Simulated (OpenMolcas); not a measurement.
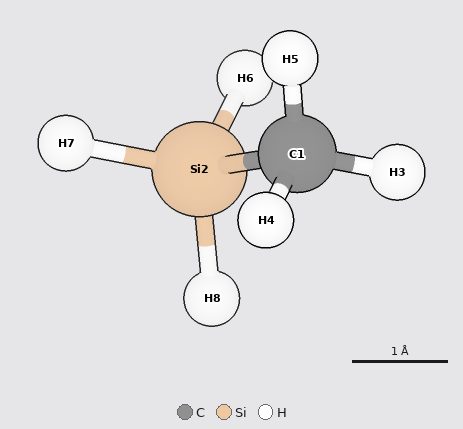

Fig. 1: The structure (ball-and-stick view, seen at a tilt; atoms are numbered from 1 in the order of the input).

## Run report: CH₆Si, energy and gradient calculation

The run: energy and gradient calculation of CH₆Si, SMILES C[SiH3]. Method and program: SVWN5/def2-SV(P), RKS (OpenMolcas 26.06).

The geometry comes from this level: GFN2-xTB.

### Input
```
&GATEWAY
BASLIB=$CurrDir
COORD=geom.xyz
BASIS=def2-SVP
GROUP=NoSym
&SEWARD
&SCF
KSDFT=SVWN5
PRORBITALS=1 1
&ALASKA
```

### File geom.xyz
```
8

C     -0.180870     0.239010    -0.936940
Si     0.167460    -0.221430     0.868820
H     -1.232590     0.115770    -1.179650
H      0.388860    -0.385080    -1.620100
H      0.083930     1.273290    -1.138610
H     -0.619350     0.639390     1.755040
H      1.592670    -0.040160     1.153950
H     -0.200110    -1.620790     1.097500
```

Command:
```bash
export MOLCAS_MEM=1860
pymolcas job.input > job.log
```

### Log
```
--- Start Module: gateway ---

                                              &GATEWAY

                       available to each process: 1.9 GB of memory, 1 thread

 Basis Set     1 Label: C.DEF2-SVP
 Basis set is read from library:.
 basistype.tbl is not found

 Basis Set     2 Label: SI.DEF2-SVP
 Basis set is read from library:.
 basistype.tbl is not found

 Basis Set     3 Label: H.DEF2-SVP
 Basis set is read from library:.
 basistype.tbl is not found

++    Symmetry information:
      ---------------------

                    Character Table for C1

                             E
                    a        1  x, y, xy, Rz, z, xz, Ry, yz, Rx, I
--

++    Basis set information:
      ----------------------

      Basis set label: C.DEF2-SVP.........

      Electronic valence basis set:
      ------------------
      Associated Effective Charge   6.000000 au
      Associated Actual Charge      6.000000 au
      Nuclear Model: Point charge

      Shell  nPrim  nBasis  Cartesian Spherical Contaminant
         s       7       3        X
         p       4       2        X
         d       1       1                 X

      Basis set label: SI.DEF2-SVP.........

      Electronic valence basis set:
      ------------------
      Associated Effective Charge  14.000000 au
      Associated Actual Charge     14.000000 au
      Nuclear Model: Point charge

      Shell  nPrim  nBasis  Cartesian Spherical Contaminant
         s      10       4        X
         p       7       3        X
         d       1       1                 X

      Basis set label: H.DEF2-SVP.........

      Electronic valence basis set:
      ------------------
      Associated Effective Charge   1.000000 au
      Associated Actual Charge      1.000000 au
      Nuclear Model: Point charge

      Shell  nPrim  nBasis  Cartesian Spherical Contaminant
         s       4       2        X
--

++    Molecular structure info:
      -------------------------

                    ************************************************
                    **** Cartesian Coordinates / bohr, angstrom ****
                    ************************************************

     Center  Label                x              y              z                     x              y              z
        1      C1              -0.341795       0.451663      -1.770560             -0.180870       0.239010      -0.936940
        2      SI2              0.316454      -0.418442       1.641832              0.167460      -0.221430       0.868820
        3      H3              -2.329258       0.218774      -2.229215             -1.232590       0.115770      -1.179650
        4      H4               0.734839      -0.727696      -3.061545              0.388860      -0.385080      -1.620100
        5      H5               0.158605       2.406169      -2.151661              0.083930       1.273290      -1.138610
        6      H6              -1.170402       1.208272       3.316545             -0.619350       0.639390       1.755040
        7      H7               3.009710      -0.075891       2.180649              1.592670      -0.040160       1.153950
        8      H8              -0.378153      -3.062849       2.073974             -0.200110      -1.620790       1.097500

                    ***************************************
                    *    InterNuclear Distances / bohr    *
                    ***************************************

               1 C1            2 SI2           3 H3            4 H4            5 H5            6 H6
    1 C1       0.000000
    2 SI2      3.582568        0.000000
    3 H3       2.052952        4.731896        0.000000
    4 H4       2.053453        4.732065        3.313195        0.000000
    5 H5       2.053225        4.732223        3.313634        3.313766        0.000000
    6 H6       5.209384        2.767960        5.751305        6.932384        5.753477        0.000000
    7 H7       5.207970        2.767905        6.930968        5.751564        5.749638        4.518038
    8 H8       5.208989        2.768053        5.752678        5.750240        6.932119        4.518198

               7 H7            8 H8
    7 H7       0.000000
    8 H8       4.517844        0.000000

                    *******************************************
                    *    InterNuclear Distances / angstrom    *
                    *******************************************

               1 C1            2 SI2           3 H3            4 H4            5 H5            6 H6
    1 C1       0.000000
    2 SI2      1.895813        0.000000
    3 H3       1.086375        2.504011        0.000000
    4 H4       1.086641        2.504101        1.753268        0.000000
    5 H5       1.086520        2.504185        1.753500        1.753569        0.000000
    6 H6       2.756687        1.464741        3.043460        3.668460        3.044609        0.000000
    7 H7       2.755939        1.464712        3.667710        3.043597        3.042578        2.390843
    8 H8       2.756478        1.464790        3.044186        3.042896        3.668319        2.390928

               7 H7            8 H8
    7 H7       0.000000
    8 H8       2.390740        0.000000

                    **************************************
                    *    Valence Bond Angles / degree    *
                    **************************************
                          Atom centers                 Phi
                      3 H3       1 C1       4 H4       107.58
                      3 H3       1 C1       5 H5       107.61
                      4 H4       1 C1       5 H5       107.59
                      6 H6       2 SI2      7 H7       109.40
                      6 H6       2 SI2      8 H8       109.40
                      7 H7       2 SI2      8 H8       109.39
--

            Nuclear Potential Energy             62.76390022 au

--- Stop Module: gateway /rc=_RC_ALL_IS_WELL_ ---

--- Start Module: seward ---

                                              &SEWARD

                       available to each process: 1.9 GB of memory, 1 thread

               SEWARD will generate:
                  Multipole Moment integrals up to order  2
                  Kinetic Energy integrals
                  Nuclear Attraction integrals (point charge)
                  One-Electron Hamiltonian integrals
                  Velocity integrals
                  Orbital angular momentum around (  0.1038  -0.1373   0.5392 )
                  Velocity quadrupole around (  0.1038  -0.1373   0.5392 )
                  Two-Electron Repulsion integrals

                   Integrals are discarded if absolute value <: 1.00E-14
                   Integral cutoff threshold is set to       <: 1.00E-16

            Nuclear Potential Energy             62.76390022 au

      Basis set specifications :
      Symmetry species         a
      Basis functions           44

--- Stop Module: seward /rc=_RC_ALL_IS_WELL_ ---

--- Start Module: scf ---

                                                &SCF

                       available to each process: 1.9 GB of memory, 1 thread

 ###############################################################################
 ###     Minimized-density-differences option turned off!                    ###
 ###############################################################################
++    Input section:
      --------------

      Header of the integral files:

      Cartesian coordinates in angstrom:
      -----------------------------------------------------
      No.  Label        X            Y            Z
      -----------------------------------------------------
       1   C1        -0.18087000   0.23901000  -0.93694000
       2   SI2        0.16746000  -0.22143000   0.86882000
       3   H3        -1.23259000   0.11577000  -1.17965000
       4   H4         0.38886000  -0.38508000  -1.62010000
       5   H5         0.08393000   1.27329000  -1.13861000
       6   H6        -0.61935000   0.63939000   1.75504000
       7   H7         1.59267000  -0.04016000   1.15395000
       8   H8        -0.20011000  -1.62079000   1.09750000
      -----------------------------------------------------
      Nuclear repulsion energy =   62.76390022
--

++    Orbital specifications:
      -----------------------

      Symmetry species               1
                                     a
      Frozen orbitals                0
      Occupied orbitals             13
      Secondary orbitals            31
      Deleted orbitals               0
      Total number of orbitals      44
      Number of basis functions     44
--

      Molecular charge                           0.000

      Numerical integration parameters
      --------------------------------
      Radial quadrature type:                         MHL
      Size of radial grid:                            75
      Lebedev angular grid:                           29
      Angular grid pruned with the crowding factor:  3.00E+00
                                 and fading factor:  6.00E+00
      Screening threshold for integral computation:   1.00E-11
      Radial quadrature accuracy:                     1.00E-25
      Maximum batch size:                             128
      AO values are stored on disk
      The same grid will be used for all iterations.

      DFT functional specifications
      -----------------------------
      Using Libxc version: 6.2.2
      Please cite the following reference:
      S. Lehtola, C. Steigemann, M. J.T. Oliveira, and M. A.L. Marques.,  SoftwareX 7, 1–5 (2018) doi:10.1016/j.softx.2017.11.002

      * Slater exchange
        - P. A. M. Dirac.,  Math. Proc. Cambridge Philos. Soc. 26, 376 (1930) doi:10.1017/S0305004100016108
        - F. Bloch.,  Z. Phys. 57, 545 (1929) doi:10.1007/BF01340281
      * Vosko, Wilk & Nusair (VWN5)

++    Optimization specifications:
      ----------------------------

      SCF Algorithm: Conventional
      D(i)-D(i-1) density differences are used
      Number of density matrices in core                 5
      Maximum number of NDDO SCF iterations            400
      Maximum number of HF SCF iterations              400
      Threshold for SCF energy change             1.00E-09
      Threshold for density matrix                1.00E-04
      Threshold for Fock matrix                   1.50E-04
      Threshold for linear dependence             1.00E-09
      Threshold at which DIIS is turned on        1.50E-01
      Maximum depth in the DIIS procedure                5
      Maximum depth in the BFGS Hessian update          30
      Threshold at which QNR/C2DIIS is turned on  7.50E-02
      Threshold for Norm(delta) (QNR/C2DIIS)      1.00E-03
      All orbitals punched on: SCFORB
--

      Input vectors read from INPORB
      Orbital file label: *Guess orbitals

++ Convergence information
                                   SVWN5      iterations: Energy and convergence statistics

Iter     Tot. SVWN5      One-elec.       Two-elec.     Energy      Max Dij or  Max Fij      DNorm      TNorm      AccCon     Time
         Energy          Energy          Energy        Change      Delta Norm                                                in Sec.
   1  -329.280273778  -602.678184608   210.634010607   0.00E+00    3.74E-01*   1.00E-01*    6.11E+00   9.70E+01   None         0.
   2  -329.346153013  -612.238153387   220.128100151  -6.59E-02*   1.18E-01*   5.25E-02*    2.28E+00   9.93E+01   EDIIS        0.
   3  -329.454643380  -605.472755719   213.254212116  -1.08E-01*   7.59E-02*   2.16E-02*    8.99E-01   9.77E+01   c2DIIS       0.
   4  -329.473810343  -607.157362583   214.919652017  -1.92E-02*   6.22E-03*   7.30E-03*    3.54E-01   9.81E+01   c2DIIS       0.
   5  -329.478898486  -607.239427843   214.996629134  -5.09E-03*   5.51E-03*   1.03E-03*    5.93E-02   9.81E+01   QNRc2DIIS    0.
   6  -329.478896799  -607.277068230   215.034271208   1.69E-06*   3.04E-03*   1.29E-03*    2.45E-02   9.81E+01   QNRc2DIIS    0.
   7  -329.478917930  -607.251999622   215.009181469  -2.11E-05*   8.69E-04    3.44E-04*    1.26E-02   9.81E+01   QNRc2DIIS    0.
   8  -329.478919652  -607.256848359   215.014028484  -1.72E-06*   7.48E-05    2.61E-05     3.49E-03   9.81E+01   QNRc2DIIS    0.
   9  -329.478919660  -607.255515665   215.012695782  -7.13E-09*   1.77E-05    7.08E-06     3.79E-04   9.81E+01   QNRc2DIIS    0.
  10  -329.478919660  -607.255849795   215.013029912  -6.55E-10    2.35E-06    6.51E-07     8.99E-05   9.81E+01   QNRc2DIIS    0.

       Convergence after  10 Iterations
--

 *****************************************************************************************************************************
 *                                             SCF/KS-DFT Program, Final results                                             *
 *                                                       Final Results                                                       *
 *****************************************************************************************************************************

::    Total KS-DFT energy                            -329.4789196602
      One-electron energy                            -607.2558497946
      Two-electron energy                             215.0130299117
      Nuclear repulsion energy                         62.7639002226
      Kinetic energy (interpolated)                   329.3432815042
      Virial theorem                                    1.0004118443
      Total spin, S(S+1)                                0.0000000000
      Total spin, S                                     0.0000000000
      Max non-diagonal density matrix element           0.0000022204
      Max non-diagonal Fock matrix element              0.0000001833

      All orbitals with orbital energies smaller than  E(LUMO)+0.5 are printed

++    Molecular orbitals:
      -------------------

      Title: RKS-DFT orbitals

      Molecular orbitals for symmetry species 1: a

          Orbital            1         2         3         4         5         6         7         8         9        10
          Energy          -65.0778   -9.7642   -5.0069   -3.4505   -3.4505   -3.4502   -0.6244   -0.4710   -0.3673   -0.3673
          Occ. No.          2.0000    2.0000    2.0000    2.0000    2.0000    2.0000    2.0000    2.0000    2.0000    2.0000

          Orbital           11        12        13        14        15        16        17        18        19        20
          Energy           -0.2963   -0.2962   -0.2890    0.0092    0.0420    0.0420    0.0816    0.0872    0.1020    0.1020
          Occ. No.          2.0000    2.0000    2.0000    0.0000    0.0000    0.0000    0.0000    0.0000    0.0000    0.0000

          Orbital           21        22        23        24        25        26        27        28        29
          Energy            0.2397    0.2813    0.2814    0.3380    0.3380    0.3467    0.4851    0.5055    0.5055
          Occ. No.          0.0000    0.0000    0.0000    0.0000    0.0000    0.0000    0.0000    0.0000    0.0000

--

++    Molecular charges:
      ------------------

      Mulliken charges per centre and basis function type
      ---------------------------------------------------

                C1      SI2     H3      H4      H5      H6      H7      H8
      1s       3.2289  5.3574  0.8300  0.8299  0.8299  0.9823  0.9823  0.9823
      2px      1.1048  2.8538  0.0000  0.0000  0.0000  0.0000  0.0000  0.0000
      2pz      1.1524  2.7215  0.0000  0.0000  0.0000  0.0000  0.0000  0.0000
      2py      1.1062  2.8500  0.0000  0.0000  0.0000  0.0000  0.0000  0.0000
      3d2+     0.0064  0.0454  0.0000  0.0000  0.0000  0.0000  0.0000  0.0000
      3d1+     0.0032  0.0318  0.0000  0.0000  0.0000  0.0000  0.0000  0.0000
      3d0      0.0028  0.0421  0.0000  0.0000  0.0000  0.0000  0.0000  0.0000
      3d1-     0.0033  0.0336  0.0000  0.0000  0.0000  0.0000  0.0000  0.0000
      3d2-     0.0024  0.0174  0.0000  0.0000  0.0000  0.0000  0.0000  0.0000
      Total    6.6105 13.9529  0.8300  0.8299  0.8299  0.9823  0.9823  0.9823

      N-E     -0.6105  0.0471  0.1700  0.1701  0.1701  0.0177  0.0177  0.0177

      Total electronic charge=   26.000000

      Total            charge=   -0.000000
--

++    Molecular properties:
      ---------------------

      Charge (e):
                      =   -0.0000
      Dipole Moment (debye):
      Origin of the operator (angstrom)=    0.0549   -0.0727    0.2853
                   X= -1.2556E-01               Y=  1.6514E-01               Z= -6.4730E-01           Total=  6.7973E-01
      Quadrupole Moment (debye*angstrom):
      Origin of the operator (angstrom)=    0.0549   -0.0727    0.2853
                  XX= -2.2910E+01              XY= -1.2649E-03              XZ=  6.5590E-03              YY= -2.2908E+01
                  YZ= -8.9513E-03              ZZ= -2.2873E+01
      In traceless form (debye*angstrom)
                  XX= -1.9615E-02              XY= -1.8973E-03              XZ=  9.8386E-03              YY= -1.6459E-02
                  YZ= -1.3427E-02              ZZ=  3.6074E-02
--

--- Stop Module: scf /rc=_RC_ALL_IS_WELL_ ---
--- Module scf spent 1 second ---

--- Start Module: alaska ---

                                              &ALASKA

                       available to each process: 1.9 GB of memory, 1 thread

                     Threshold for contributions to the gradient: 1.000E-07

                    ********************************************
                    * Symmetry Adapted Cartesian Displacements *
                    ********************************************

           Irreducible representation : a
           Basis function(s) of irrep: x, y, xy, Rz, z, xz, Ry, yz, Rx, I

 Basis Label        Type   Center Phase
   1   C1           x         1     1
   2   C1           y         1     1
   3   C1           z         1     1
   4   SI2          x         2     1
   5   SI2          y         2     1
   6   SI2          z         2     1
   7   H3           x         3     1
   8   H3           y         3     1
   9   H3           z         3     1
  10   H4           x         4     1
  11   H4           y         4     1
  12   H4           z         4     1
  13   H5           x         5     1
  14   H5           y         5     1
  15   H5           z         5     1
  16   H6           x         6     1
  17   H6           y         6     1
  18   H6           z         6     1
  19   H7           x         7     1
  20   H7           y         7     1
  21   H7           z         7     1
  22   H8           x         8     1
  23   H8           y         8     1
  24   H8           z         8     1

                     No automatic utilization of translational and rotational invariance of the energy is employed.

 Rotational correction to the DFT gradient is turned off due to close-to-degeneracy problems!

 DFT contribution computed for a moving grid.

 Conventional ERI gradients!

 **************************************************
 *              Molecular gradients               *
 **************************************************

  Irreducible representation: a
 ------------------------------------------------------------------------------------------
                              X                       Y                       Z
 ------------------------------------------------------------------------------------------
  C1               -4.24836985207300E-03    5.52307856077983E-03   -2.13964760714260E-02
  SI2               5.05125037308574E-03   -6.65572081120169E-03    2.62671068280023E-02
  H3                1.75767398603224E-02    2.41594101914716E-03    2.74615341246909E-03
  H4               -9.83471407619430E-03    1.08137615119372E-02    1.00912617298543E-02
  H5               -4.72166180261258E-03   -1.70863214827208E-02    2.02773509237730E-03
  H6                8.36932826834791E-03   -9.08971602283670E-03   -1.11762310457242E-02
  H7               -1.59489059544597E-02   -1.62403876431338E-03   -4.59925206358702E-03
  H8                3.75633318358237E-03    1.57030159892146E-02   -3.96029788199170E-03
 ------------------------------------------------------------------------------------------

--- Stop Module: alaska /rc=_RC_ALL_IS_WELL_ ---
--- Module alaska spent 1 second ---

.##################.
.# Happy landing! #.
.##################.

    Timing: Wall=3.56 User=3.10 System=0.39
```

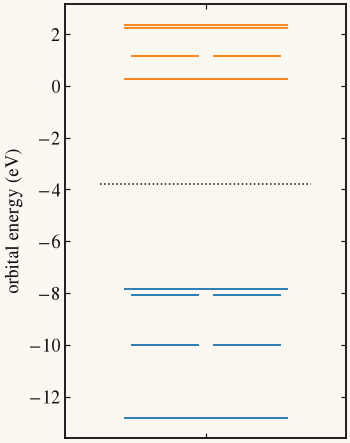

Fig. 2: Orbital energies near the frontier; the dotted line parts filled from empty levels, and levels within 0.02 eV of each other stand side by side. Highest filled −7.86 eV, lowest empty 0.25 eV, 8.11 eV apart.

### Summary

| quantity | value |
| --- | --- |
| outcome | converged |
| total energy | −329.478920 hartree |
| basis functions | 44 |
| largest force | 1.417 eV/Å |
| HOMO | −7.86 eV |
| LUMO | 0.25 eV |
| dipole moment | 0.68 debye |
| hardware | 1 thread of Arm Neoverse V2, 24 GiB of memory available, shared host |
| wall time | 3.9 s |
| peak memory | 0.38 GiB |
